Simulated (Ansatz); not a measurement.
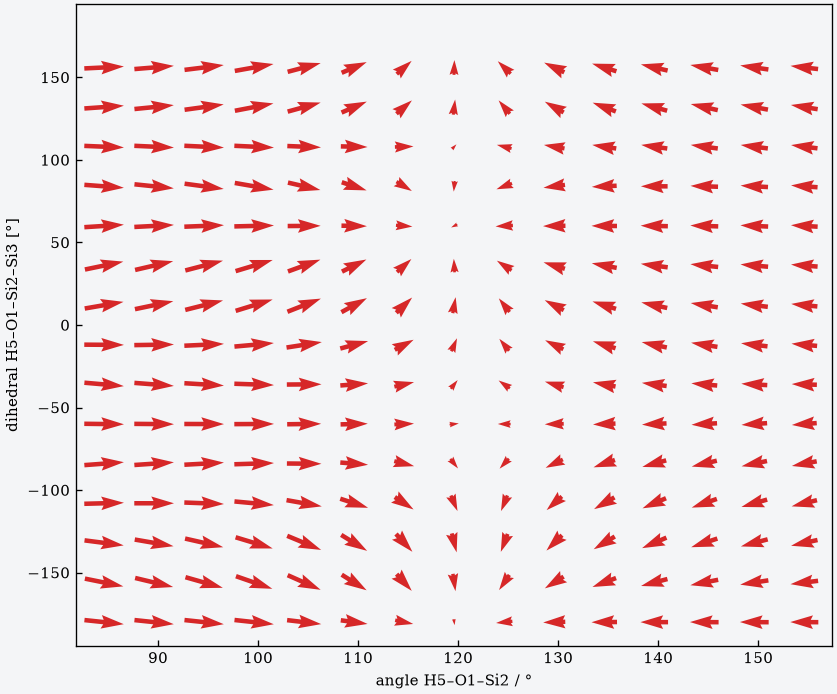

H7OSi3, SMILES O[Si]([SiH3])[SiH3], spin multiplicity 2. 
- The first coordinate is: angle H5–O1–Si2; the second: dihedral H5–O1–Si2–Si3.
- Nothing is relaxed (all other coordinates rigid).
- Grid: 15 × 15 points.
- Points are written as (first, second).
- The calculation used UHF/def2-SVP (Ansatz).

In the figure: arrows along the force (downhill), their lengths compressed.

### The arrows alone are given. Where are the wells?

The arrows converge at about (120°, 175°); (119.6°, 60°) (2.9 kJ/mol up) (read from the interpolated surface).

The energy map of the same scan:

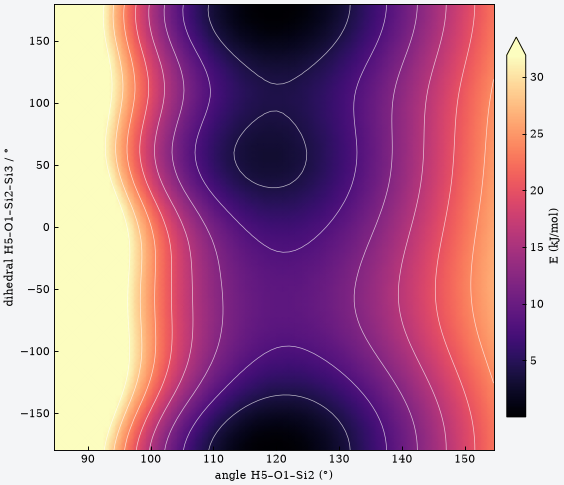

Energies are in kJ/mol, from the relaxed molecule at the same level; between grid points the surface is interpolated.
